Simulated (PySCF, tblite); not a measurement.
# C₄H₆NSi radical: geometry, infrared bands and EPR parameters

What infrared bands and EPR parameters should C₄H₆NSi radical (`[NH][SiH]1C=CC=C1`) show?

Programs: tblite 0.8.0 and PySCF 2.14.0, with density-fitted response routines of our own. Each step states its level of theory. These are calculated values for one molecule in the gas phase, unless marked as measured. Atoms are numbered from 0 throughout.

## (1) Starting geometry

12 atoms, charge 0, multiplicity 2; geometry from: force field or distance geometry start.

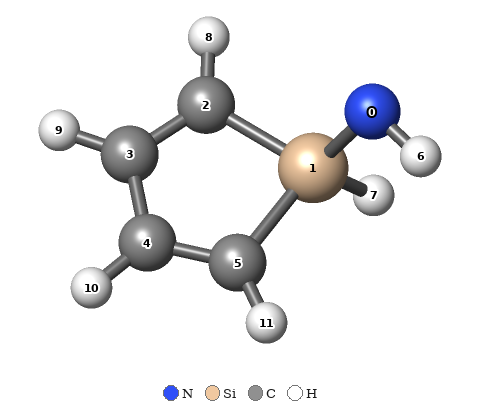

As it starts; nitrogen blue, silicon light orange, carbon grey, hydrogen white, atoms numbered; sticks join atoms by distance.

## (2) Optimising the geometry with GFN2-xTB

The job: settings as JSON, then the geometry in Å.

```
{"job": {"kind": "relax", "xc": "GFN2-xTB", "basis": "xTB"}, "charge": 0, "multiplicity": 2}
N      2.156200     0.198600     1.153300
Si     1.037500     0.498700    -0.167600
C     -0.576300     1.174900     0.445800
C     -1.587400     0.309200     0.234400
C     -1.187400    -0.958100    -0.360500
C      0.121900    -1.060200    -0.646100
H      2.916000    -0.367600     0.785800
H      1.642400     1.228700    -1.297700
H     -0.641400     2.146400     0.904500
H     -2.615000     0.482400     0.538700
H     -1.904900    -1.746500    -0.551200
H      0.639600    -1.907200    -1.065400
```

Launch:

```
OMP_NUM_THREADS=1 python probes_run.py task.json out
```

One launch serves the whole session: the jobs run in the order shown.

What it wrote:

```text
step      E/eV     max force
  0    -438.68337    2.929
  1    -438.85464    1.070
  2    -438.89321    0.844
  3    -438.92053    0.613
  4    -438.99588    0.794
  5    -439.02489    0.800
  6    -439.06202    0.581
  7    -439.07498    0.327
  8    -439.08206    0.257
  9    -439.08709    0.204
 10    -439.09147    0.242
 11    -439.09543    0.237
 12    -439.09978    0.180
 13    -439.10362    0.179
 14    -439.10707    0.169
 15    -439.11008    0.190
 16    -439.11174    0.144
 17    -439.11265    0.152
 18    -439.11380    0.113
 19    -439.11550    0.115
 20    -439.11902    0.164
 21    -439.12156    0.153
 22    -439.12359    0.146
 23    -439.12515    0.135
 24    -439.12667    0.157
 25    -439.12807    0.157
 26    -439.12959    0.120
 27    -439.13111    0.128
 28    -439.13285    0.141
 29    -439.13497    0.190
 30    -439.13620    0.289
 31    -439.13911    0.137
 32    -439.14081    0.107
 33    -439.14185    0.081
 34    -439.14284    0.081
 35    -439.14359    0.074
 36    -439.14403    0.053
 37    -439.14429    0.046
 38    -439.14459    0.044
 39    -439.14484    0.041
 40    -439.14498    0.025
 41    -439.14506    0.024
 42    -439.14516    0.025
 43    -439.14528    0.032
 44    -439.14539    0.025
 45    -439.14544    0.017
 46    -439.14547    0.017
 47    -439.14550    0.015
 48    -439.14553    0.018
 49    -439.14556    0.013
 50    -439.14557    0.010
 51    -439.14558    0.010
 52    -439.14559    0.010
```

Wall time 0.24 s (1 thread of Arm Neoverse V2, shared host).

Along the way: (not every step is listed)

| step | energy from step 0 (eV) | largest force (eV/Å) |
| --- | --- | --- |
| 0 | 0.0000 | 2.9287 |
| 1 | -0.1713 | 1.0699 |
| 2 | -0.2098 | 0.8436 |
| 3 | -0.2372 | 0.6126 |
| 4 | -0.3125 | 0.7943 |
| 5 | -0.3415 | 0.7995 |
| 6 | -0.3786 | 0.5808 |
| 7 | -0.3916 | 0.3267 |
| 8 | -0.3987 | 0.2566 |
| 11 | -0.4121 | 0.2375 |
| 14 | -0.4237 | 0.1688 |
| 17 | -0.4293 | 0.1523 |
| 20 | -0.4356 | 0.1640 |
| 23 | -0.4418 | 0.1354 |
| 26 | -0.4462 | 0.1204 |
| 29 | -0.4516 | 0.1905 |
| 32 | -0.4574 | 0.1071 |
| 35 | -0.4602 | 0.0738 |
| 38 | -0.4612 | 0.0442 |
| 41 | -0.4617 | 0.0244 |
| 44 | -0.4620 | 0.0254 |
| 47 | -0.4621 | 0.0153 |
| 48 | -0.4622 | 0.0185 |
| 49 | -0.4622 | 0.0128 |
| 50 | -0.4622 | 0.0103 |
| 51 | -0.4622 | 0.0105 |
| 52 | -0.4622 | 0.0097 |

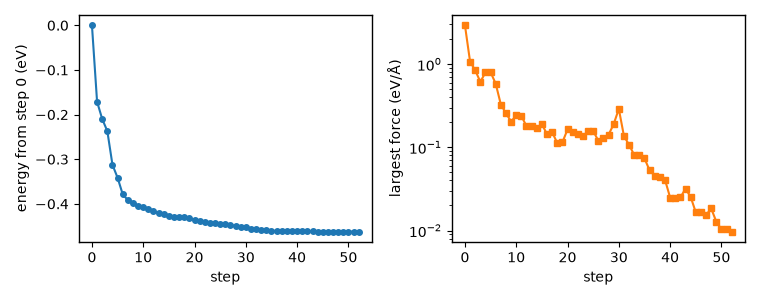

Energy and largest force along the relaxation.

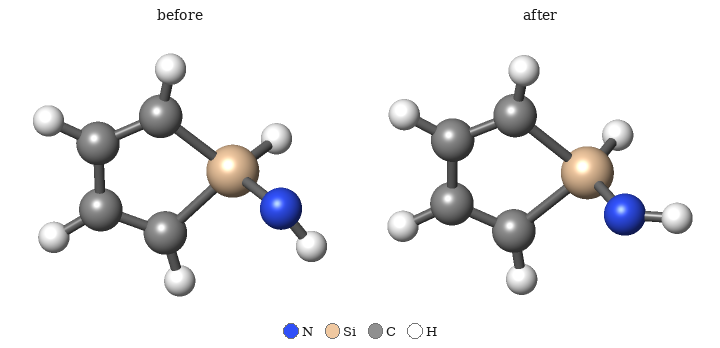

The geometry before (left) and after (right).

Close pairs (by a distance rule), those that changed most:

| bond | before (Å) | after (Å) | change (Å) |
| --- | --- | --- | --- |
| N0–Si1 | 1.757 | 1.653 | -0.104 |
| Si1–C2 | 1.854 | 1.918 | +0.064 |
| Si1–C5 | 1.870 | 1.917 | +0.047 |
| C2–C3 | 1.348 | 1.331 | -0.016 |
| C4–C5 | 1.344 | 1.331 | -0.013 |
| C3–C4 | 1.456 | 1.444 | -0.012 |
| N0–H6 | 1.016 | 1.008 | -0.008 |
| Si1–H7 | 1.475 | 1.470 | -0.006 |

The final coordinates are the input of the step that follows.

## (3) Vibrational analysis with GFN2-xTB

The job: settings as JSON, then the geometry in Å.

```
{"job": {"kind": "ir", "xc": "GFN2-xTB", "basis": "xTB"}, "charge": 0, "multiplicity": 2}
N      2.078119    -0.040644     1.069947
Si     1.132018     0.400688    -0.211202
C     -0.495368     1.129413     0.495584
C     -1.516821     0.308806     0.259963
C     -1.197747    -0.934211    -0.403013
C      0.083927    -1.126136    -0.708066
H      3.058180     0.183631     1.140933
H      1.461857     1.143218    -1.435753
H     -0.563992     2.060280     1.027506
H     -2.541171     0.539608     0.526251
H     -1.980636    -1.644698    -0.638831
H      0.482832    -2.020642    -1.149346
```

What it wrote:

```text
mode    cm-1     km/mol
  1     128.1      7.85
  2     144.5      1.35
  3     299.4     12.67
  4     301.2    131.30
  5     409.0      8.79
  6     433.2     13.80
  7     586.5     27.74
  8     613.2     36.32
  9     613.9     39.72
 10     692.0     26.28
 11     708.2     52.94
 12     764.2      0.27
 13     776.2      4.27
 14     811.0    132.23
 15     853.6     30.84
 16     885.9      9.42
 17     995.4      6.77
 18    1068.4     37.77
 19    1079.4      2.08
 20    1096.3     28.07
 21    1201.7     44.74
 22    1296.6     30.26
 23    1544.2     15.62
 24    1608.5     17.25
 25    2195.1    349.90
 26    3025.1     12.70
 27    3034.8     44.85
 28    3121.9     19.75
 29    3123.1     61.53
 30    3456.4      0.56
```

Wall time 0.26 s (1 thread of Arm Neoverse V2, shared host).

Which atoms move in the most intense modes:

| cm⁻¹ | km/mol | atoms |
| --- | --- | --- |
| 301 | 131.3 | H6 60 %, N0 16 % |
| 614 | 39.7 | H7 74 % |
| 708 | 52.9 | H8 19 %, H11 19 %, C5 14 %, C2 13 % |
| 811 | 132.2 | H6 71 %, N0 14 % |
| 1202 | 44.7 | H9 36 %, H10 35 % |
| 2195 | 349.9 | H7 97 % |
| 3035 | 44.9 | H10 49 %, H9 42 % |
| 3123 | 61.5 | H11 85 % |

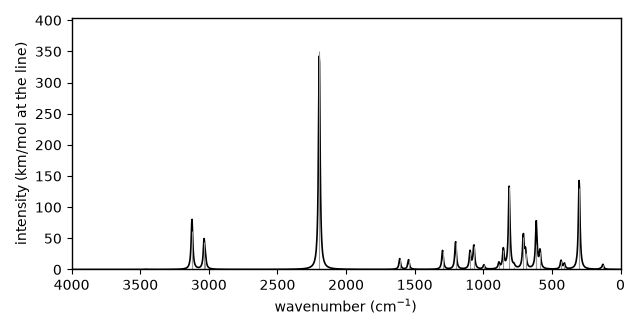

The infrared spectrum from these modes, unscaled. Lines are broadened to a width of 14 cm⁻¹ (Lorentzian).

## (4) g tensor and hyperfine couplings: B3LYP/pcH-1

Settings changed since step 3:

```diff
@@ -1,2 +1,2 @@
-{"job": {"kind": "ir", "xc": "GFN2-xTB", "basis": "xTB"}, "charge": 0, "multiplicity": 2}
+{"job": {"kind": "epr", "basis": "pcH-1"}, "charge": 0, "multiplicity": 2}
 N      2.078119    -0.040644     1.069947
```

Method: UKS B3LYP, pcH-1 on C H N Si, non-relativistic, mean-field spin-orbit, GIAO.

What it wrote:

```text
UKS, coarse grid
  cycle   1  E = -500.09278311  |g| = 4.45e-01
  cycle   2  E = -499.71308002  |g| = 9.38e-01
  cycle   3  E = -500.19098455  |g| = 1.37e-01
  cycle   4  E = -500.19657584  |g| = 1.30e-01
  cycle   5  E = -500.20585954  |g| = 3.67e-02
  cycle   6  E = -500.20675634  |g| = 2.04e-02
  cycle   7  E = -500.20704241  |g| = 9.01e-03
  cycle   8  E = -500.20710279  |g| = 2.50e-03
  cycle   9  E = -500.20710787  |g| = 6.54e-04
UKS, final grid
  cycle   1  E = -500.20711733  |g| = 6.63e-04
  cycle   2  E = -500.20711700  |g| = 1.14e-03
  cycle   3  E = -500.20711767  |g| = 1.69e-04
  cycle   4  E = -500.20711770  |g| = 6.95e-05
  cycle   5  E = -500.20711772  |g| = 2.28e-05
  cycle   6  E = -500.20711772  |g| = 1.17e-05
E = -500.20711772 Eh   <S^2> = 0.7569 (exact 0.7500)
g shifts (ppm)      1          2          3
  rmc          -200       -200       -200
  gc              9         35         38
  oz_so          12       2088       6351
  total        -178       1924       6190
hyperfine (MHz)  atom isotope    a_iso     a_fc   dipolar eigenvalues
    0   14N      24.76      24.63    -36.87    -35.71     72.58
    1  29Si      59.52      59.64     -5.88     -1.31      7.19
    2   13C      50.42      50.43    -12.06    -10.95     23.01
    3   13C      -3.59      -3.59     -3.06     -1.83      4.89
    4   13C      -3.67      -3.67     -3.03     -1.75      4.78
    5   13C      49.31      49.32    -11.83    -10.81     22.65
    6    1H     -49.48     -49.63    -46.01     -7.81     53.82
    7    1H     -10.91     -10.91     -2.70     -1.92      4.62
    8    1H      -1.04      -1.05     -6.21     -0.10      6.31
    9    1H      10.91      10.91     -2.33     -1.19      3.52
   10    1H      10.56      10.56     -2.30     -1.17      3.47
   11    1H      -1.16      -1.17     -6.15     -0.11      6.26
```

Run time: 45 s. Hardware: 1 thread of Arm Neoverse V2, shared host; peak memory 0.78 GiB.

Principal g values 2.00214, 2.00424, 2.00851; g(iso) = 2.00496, against 2.00232 for a free electron.

Mean a(iso) over the nuclei that a row names, and the largest dipolar term of the row (other rows stand at the frozen geometry):

| nuclei | isotope | a(iso) (MHz) | a(iso) (G, at g = 2.0023) | largest dipolar term (MHz) |
| --- | --- | --- | --- | --- |
| Si1 | 29Si | 59.5 | 21.2 | 7.2 |
| C2, C5 | 13C | 49.9 | 17.8 | 23.0 |
| H6 | 1H | -49.5 | -17.7 | 53.8 |
| N0 | 14N | 24.8 | 8.8 | 72.6 |
| H7 | 1H | -10.9 | -3.9 | 4.6 |
| H9, H10 | 1H | 10.7 | 3.8 | 3.5 |
| C3, C4 | 13C | -3.6 | -1.3 | 4.9 |
| H8, H11 | 1H | -1.1 | -0.4 | 6.3 |

Mulliken spin populations:

| atom | value (e) |
| --- | --- |
| N0 | 0.84 |
| Si1 | -0.06 |
| C2 | 0.11 |
| C3 | 0.02 |
| C4 | 0.02 |
| C5 | 0.10 |
| H6 | -0.03 |
| H7 | -0.01 |
| H8 | 0.00 |
| H9 | 0.00 |
| H10 | 0.00 |
| H11 | 0.00 |

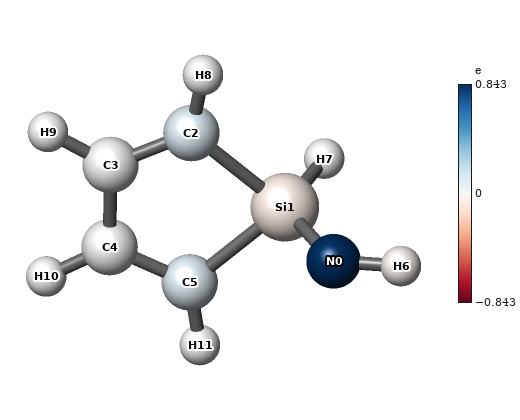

Mulliken spin populations, as colours on the atoms.

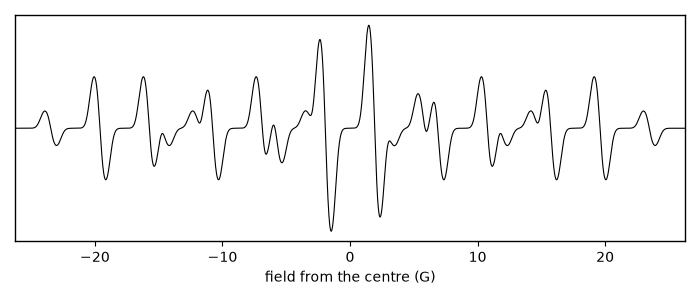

First-order isotropic spectrum (first derivative, main isotopes with spin only, couplings over 0.8 MHz, Gaussian width 0.3 G; couplings of the frozen geometry, rotation of groups not averaged beyond the rows shown).

Orbitals, density, ELF and potential are computed afterwards from the orbital file.

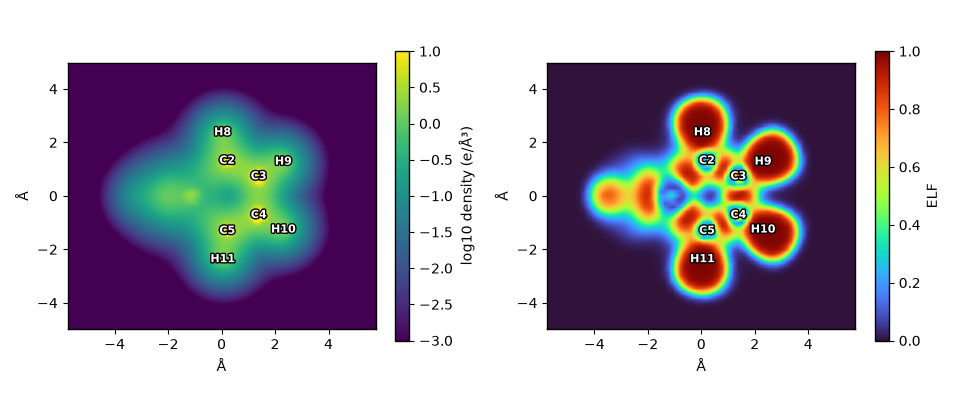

Density (left) and ELF (right) in a plane through or near 8 of the atoms.

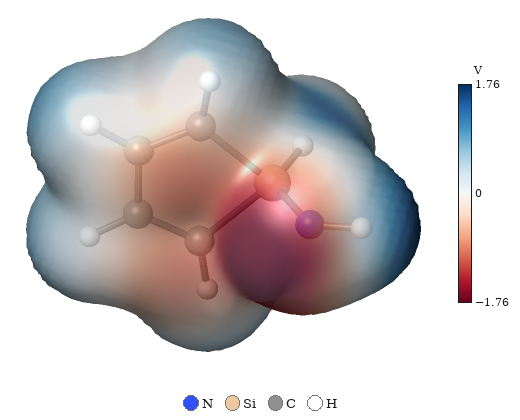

Electrostatic potential on the surface of density 0.002 e/bohr³; red is low, blue high. It runs from -1.76 V near N0 to 1.62 V near H6.

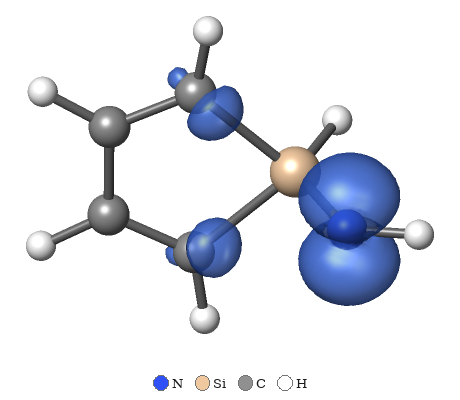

Spin density at ±0.07 e/Å³ (alpha excess blue, beta excess red).

## (5) Summary of results

| quantity | value |
| --- | --- |
| strongest single infrared mode (GFN2-xTB) | 2195 cm⁻¹, 350 km/mol |
| zero-point energy (GFN2-xTB) | 52.7 kcal/mol |
| g(iso) (B3LYP) | 2.00496 |
| ⟨S²⟩ | 0.757 (exact 0.75) |
| largest a(iso) (averaged by class) | 29Si on Si1, 59.5 MHz |
| surface potential, least and greatest | -1.76 V and 1.62 V |

Relaxing lowered the energy by 0.462 eV in 52 steps; the close pair that moved most is N0–Si1, from 1.757 to 1.653 Å. No mode is imaginary among the 30: a minimum at this level. The strongest single mode, at 2195 cm⁻¹, moves mainly H7. Unscaled tight-binding wavenumbers are off by several per cent, some by more. Its intensities can rank the bands wrongly. N0 carries the largest spin population, 0.84 e. The isotropic g lies 2.6 ppt above the free-electron value.
